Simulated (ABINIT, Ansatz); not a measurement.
# Quasiparticle gap of GaN (P6_3mc) in ABINIT, part 3 of 3

How does a plane-wave GW calculation on GaN (P6_3mc) run from the first input to the gap?

ABINIT 10.8.3; PBE and many-body steps on it, plane waves. Known limits of the many-body steps: not at the basis limit; no spin-orbit coupling.

So far. Step 3 (Bands along the symmetry lines): The gap is 1.995 eV, as in the run before at this level. Step 4 (Empty states on the mesh, 6×6×4 mesh, 72 bands): On this mesh the gap is 1.995 eV.

The database entry behind the starting cell differs from later determinations by our own check (about 0.3 % short, ideal inner coordinate), so it need not match the best structure at ambient conditions.

### Step 5. Screening, 6×6×4 mesh, 66 bands, screening to 119.7 eV

The RPA dielectric matrix is built and inverted for each q.

This step: RPA screening on PBE, plane waves, norm-conserving pseudopotentials.

run.abi reads:

```
acell 3*1.0 Angstrom
rprim 
  3.179999999980 0.000000000005 0.000000000000
  -1.589999999994 2.753960784015 0.000000000000
  0.000000000000 0.000000000000 5.166000000000
ntypat 2
znucl 31 7
natom 4
typat 1 1 2 2
xred 
  0.333333333333 0.666666666667 0.000000000000
  0.666666666667 0.333333333333 0.500000000000
  0.333333333333 0.666666666667 0.375000000000
  0.666666666667 0.333333333333 0.875000000000
pp_dirpath "pseudos"
pseudos "Ga.upf, N.upf"
ecut 45
ngkpt 6 6 4
nshiftk 1
shiftk 0 0 0
kptopt 1
chksymbreak 0
istwfk *1
occopt 1
irdwfk 1
optdriver 3
nband 66
ecuteps 4.4
inclvkb 2
awtr 1
symchi 1
indata_prefix "in"
outdata_prefix "out"
tmpdata_prefix "tmp"
```

The run is started by

```
> OMP_NUM_THREADS=1 mpirun -n 8 abinit run.abi > log
```

Numbers of over 12 decimals in the logs are rounded to 6 here.

Log:

```text
.Version 10.8.3 of ABINIT. v10.8.2 released Aug 2026.

 Symmetries : space group P6_3 m c (#186); Bravais hP (primitive hexag.)
[... echo of the input left out ...]
== DATASET  1 ==================================================================
-   mpi_nproc: 8, omp_nthreads: 1 (-1 if OMP is not activated)

--- !DatasetInfo
iteration_state: {dtset: 1, }
dimensions: {natom: 4, nkpt: 21, mband: 66, nsppol: 1, nspinor: 1, nspden: 1, mpw: 4428, }
cutoff_energies: {ecut:  45.0, pawecutdg:  -1.0, }
electrons: {nelect:   5.20000000E+01, charge:   0.00000000E+00, occopt:   1.00000000E+00, tsmear:   1.00000000E-02, }

 SCREENING: Calculation of the susceptibility and dielectric matrices

 Based on a program developped by R.W. Godby, V. Olevano, G. Onida, and L. Reining.
 Incorporated in ABINIT by V. Olevano, G.-M. Rignanese, and M. Torrent.
.Using double precision arithmetic ; gwpc =  8

[... cell and pseudopotentials left out ...]
--------------------------------------------------------------------------------

 ==== K-mesh for the wavefunctions ====
 Number of points in the irreducible wedge :    21
[... list of points left out ...]
 Together with 12 symmetry operations and time-reversal symmetry
 yields   144 points in the full Brillouin Zone.

 ==== Q-mesh for the screening function ====
 Number of points in the irreducible wedge :    21
[... list of points left out ...]
 Together with 12 symmetry operations and time-reversal symmetry
 yields   144 points in the full Brillouin Zone.

 setmesh: FFT mesh size selected  =    24x   24x   40
          total number of points  =        23040

 vcoul_init : cutoff-mode = AUXILIARY_FUNCTION
 q-points for optical limit:   1
     1)      0.000010    0.000020    0.000030

- screening: taking advantage of time-reversal symmetry
- Maximum band index for partially occupied states nbvw = 26
- Remaining bands to be divided among processors   nbcw = 40
- Number of bands treated by each node ~5

 Number of electrons calculated from density =   52.0000; Expected =   52.0000
 average of density, n =  0.170321
 r_s =    1.1191
 omega_plasma =   39.8097 [eV]

 calculating chi0 at frequencies [eV] :
  1    0.000000E+00    0.000000E+00
  2    0.000000E+00    3.980974E+01

--------------------------------------------------------------------------------
  q-point number  1        q = ( 0.000000, 0.000000, 0.000000) [r.l.u.]
--------------------------------------------------------------------------------
[... chi0 elements left out ...]
 For q-point:  0.000010 0.000020 0.000030
  dielectric constant =   5.7575
  dielectric constant without local fields =   6.1555

  Average fulfillment of the sum rule on Im[epsilon] for q-point    1 :     25.58  [%]
[... wings left out ...]
  q-point number  2        q = ( 0.166667, 0.000000, 0.000000) [r.l.u.]
--------------------------------------------------------------------------------
[... chi0 elements left out ...]
  Average fulfillment of the sum rule on Im[epsilon] for q-point    2 :     33.56  [%]

 [... 19 further q-points ...]
```

Elapsed: 98 s, on 8 MPI ranks of Intel Xeon Platinum 8488C (Sapphire Rapids), shared host; peak memory 3 GiB.

This step gave:

- ε∞ with local fields, on this mesh, along the program's q direction: 5.758
- the same without local fields: 6.155
- plasma frequency: 39.81 eV
- plane waves in the screening matrix: 135

Local fields lower ε∞ by 6 %.

### Step 6. Self-energy, 6×6×4 mesh, 66 bands, screening to 119.7 eV

The self-energy is evaluated for the states that the input lists, and the levels follow from it, in one-shot runs by the linearised quasiparticle equation.

This step: G0W0 on PBE, plane waves, norm-conserving pseudopotentials.

Edit run.abi of step 5 so:

```diff
@@ -25,8 +25,15 @@
 irdwfk 1
-optdriver 3
+optdriver 4
 nband 66
+gwcalctyp 0
+ecutsigx 45
+symsigma 1
+nkptgw 1
+kptgw 
+  0.0000000000 0.0000000000 0.0000000000
+bdgw 
+  25 28
 ecuteps 4.4
-inclvkb 2
-awtr 1
-symchi 1
+irdscr 1
+ppmodel 1
 indata_prefix "in"
```

Log:

```text
.Version 10.8.3 of ABINIT. v10.8.2 released Aug 2026.

 Symmetries : space group P6_3 m c (#186); Bravais hP (primitive hexag.)
[... echo of the input left out ...]
== DATASET  1 ==================================================================
-   mpi_nproc: 8, omp_nthreads: 1 (-1 if OMP is not activated)

--- !DatasetInfo
iteration_state: {dtset: 1, }
dimensions: {natom: 4, nkpt: 21, mband: 66, nsppol: 1, nspinor: 1, nspden: 1, mpw: 4428, }
cutoff_energies: {ecut:  45.0, pawecutdg:  -1.0, }
electrons: {nelect:   5.20000000E+01, charge:   0.00000000E+00, occopt:   1.00000000E+00, tsmear:   1.00000000E-02, }

 SIGMA: Calculation of the GW corrections

 Based on a program developped by R.W. Godby, V. Olevano, G. Onida, and L. Reining.
 Incorporated in ABINIT by V. Olevano, G.-M. Rignanese, and M. Torrent.
.Using double precision arithmetic ; gwpc =  8

[... cell and pseudopotentials left out ...]
--------------------------------------------------------------------------------

 ==== K-mesh for the wavefunctions ====
 Number of points in the irreducible wedge :    21
[... list of points left out ...]
 Together with 12 symmetry operations and time-reversal symmetry
 yields   144 points in the full Brillouin Zone.

 ==== Q-mesh for screening function ====
 Number of points in the irreducible wedge :    21
[... list of points left out ...]
 Together with 12 symmetry operations and time-reversal symmetry
 yields   144 points in the full Brillouin Zone.

 vcoul_init : cutoff-mode = AUXILIARY_FUNCTION
 q-points for optical limit:   1
     1)      0.000010    0.000020    0.000030
 setmesh: FFT mesh size selected  =    32x   32x   60
          total number of points  =        61440

 Number of electrons calculated from density =   52.0000; Expected =   52.0000
 average of density, n =  0.170321
 r_s =    1.1191
 omega_plasma =   39.8097 [eV]

 === KS Band Gaps ===
  >>>> For spin  1
   Minimum direct gap =   1.9947 [eV], located at k-point      :   0.0000  0.0000  0.0000
   Fundamental gap    =   1.9947 [eV], Top of valence bands at :   0.0000  0.0000  0.0000
                                       Bottom of conduction at :   0.0000  0.0000  0.0000
 SIGMA fundamental parameters:
 PLASMON POLE MODEL  1
 number of plane-waves for SigmaX                 4367
 number of plane-waves for SigmaC and W            135
 number of plane-waves for wavefunctions          4367
 number of bands                                    66
 number of independent spin polarizations            1
 number of spinorial components                      1
 number of k-points in IBZ                          21
 number of q-points in IBZ                          21
 number of symmetry operations                      12
 number of k-points in BZ                          144
 number of q-points in BZ                          144
 number of frequencies for dSigma/dE                 9
 frequency step for dSigma/dE [eV]                0.25
 number of omega for Sigma on real axis              0
 max omega for Sigma on real axis  [eV]           0.00
 zcut for avoiding poles [eV]                     0.10

 EPSILON^-1 parameters (SCR file):
 dimension of the eps^-1 matrix on file            135
 dimension of the eps^-1 matrix used               135
 number of plane-waves for wavefunctions          4367
 number of bands                                    66
 number of q-points in IBZ                          21
 number of frequencies                               2
 number of real frequencies                          1
 number of imag frequencies                          1

 matrix elements of self-energy operator (all in [eV])

 Perturbative Calculation

--- !SelfEnergy_ee
iteration_state: {dtset: 1, }
kpoint     : [   0.000,    0.000,    0.000, ]
spin       : 1
KS_gap     :    1.995
QP_gap     :    2.847
Delta_QP_KS:    0.852
data: !SigmaeeData |
     Band     E0 <VxcDFT>   SigX SigC(E0)      Z dSigC/dE  Sig(E)    E-E0       E
       25   7.035 -19.131 -22.605   3.505   0.799  -0.251 -19.106   0.025   7.059
       26   7.035 -19.131 -22.605   3.505   0.799  -0.251 -19.106   0.025   7.059
       27   9.029 -14.219 -10.131  -3.025   0.825  -0.212 -13.342   0.877   9.906
       28  11.364 -14.010  -9.023  -3.684   0.834  -0.199 -12.923   1.087  12.451

== END DATASET(S) ==============================================================
================================================================================

 -outvars: echo values of variables after computation  --------
           etotal      0.0000000000E+00
            nband          66
             nkpt          21
          spgroup         186
 [... the other variables as echoed above ...]

 Calculation completed.
```

Wall time 4.5 s (8 MPI ranks); peak memory 1.7 GiB.

Numbers from this step:

```yaml
g0w0_gap_on_the_points_computed: 2.847 eV
starting_gap_on_the_mesh: 1.995 eV
k_of_the_valence_top: 0, 0, 0
k_of_the_conduction_bottom: 0, 0, 0
z_at_the_valence_top: 0.799
z_at_the_conduction_bottom: 0.825
least_direct_g0w0_gap_on_the_computed_points: 2.847 eV
```

The gap on the mesh goes from 1.99 eV to 2.85 eV, a correction of +0.85 eV.

Limits: finite bands, cutoff and mesh; no spin-orbit coupling. v1 is the top filled band, c1 the lowest empty one. Levels before and after the correction, in eV, zero at the valence-band top of each column:

|  | conduction bottom | valence top |
| --- | --- | --- |
| Kohn-Sham | 1.99 | 0.00 |
| G0W0 | 2.85 | 0.00 |

|  | level | energy (eV) |
| --- | --- | --- |
| Kohn-Sham | Γ v2-v1 | 0.000 |
| Kohn-Sham | Γ c1 | 1.995 |
| Kohn-Sham | Γ c2 | 4.329 |
| G0W0 | Γ v2-v1 | 0.000 |
| G0W0 | Γ c1 | 2.847 |
| G0W0 | Γ c2 | 5.392 |

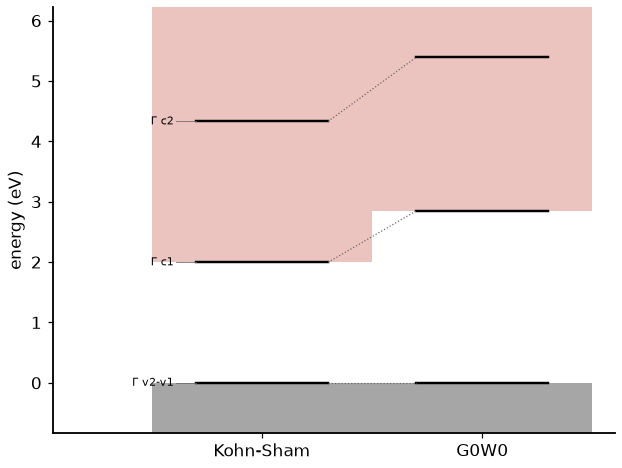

Levels before and after the correction. Shaded: valence and conduction bands.

### Step 7. Where the time went

Times are wall times on 8 MPI ranks of Intel Xeon Platinum 8488C (Sapphire Rapids), shared host, good to a factor of about two.

| step | time | share | memory (GiB) |
| --- | --- | --- | --- |
| ground state | 22 s | 12 % | 0.72 |
| bands along the symmetry lines | 31 s | 17 % | 0.73 |
| empty states on the mesh | 24 s | 13 % | 0.69 |
| screening | 98 s | 55 % | 3 |
| self-energy | 4.5 s | 3 % | 1.7 |

### Step 8. Summary of results

| Quantity | Value |
| --- | --- |
| PBE gap | 1.99 eV, direct |
| G0W0 gap on the mesh | 2.85 eV |
| GW settings | 6×6×4 mesh, 66 bands, screening to 119.7 eV, Godby-Needs plasmon pole |
| known limits | not at the basis limit; no spin-orbit coupling |

**Reading.** G0W0 moves the gap on the mesh from 1.99 eV to 2.85 eV (+0.85 eV), with Z of 0.80 and 0.82 at the edges. Local fields lower the RPA ε∞ on this mesh from 6.16 to 5.76. Only 1 of the mesh's irreducible points was corrected, so a valley elsewhere could overtake. The dearest step here is «screening». Bands and cutoff are finite, so the gap is not at the basis limit. The miss can reach some tenths of an eV and take either sign; the mesh is an error of its own. In the G0W0 run levels were corrected at 1 k point alone, so a gap called «on the mesh» is the least over those, and an edge elsewhere would be missed. The many-body steps are scalar-relativistic: spin-orbit coupling is not in them.

[Paths, hosts, dates, memory and timing lines, banners, echoed tables and standing remarks are left out of the program output.]

[Logs are printed without paths, hosts, clocks, repeated set-up lines and the standing remarks that a program may print on its own settings, such as how far it seeks lower states.]

[Runs of the session that timed out or met a known fault of the program may be left out.]

[Hosts, paths, dates, database ids (printed as entryN), source tags and the programs' standing remarks are cut or masked in the printed files.]

[G0W0 gaps are taken among the corrected bands and points alone; a level outside them can change the order at an edge.]

[Where Ansatz stands beside ABINIT at settings called matched, ABINIT's density can come from a denser mesh and the files from another edition; pairs whose starting gaps differed by over 0.03 eV were left out, so agreement reads better than it is.]
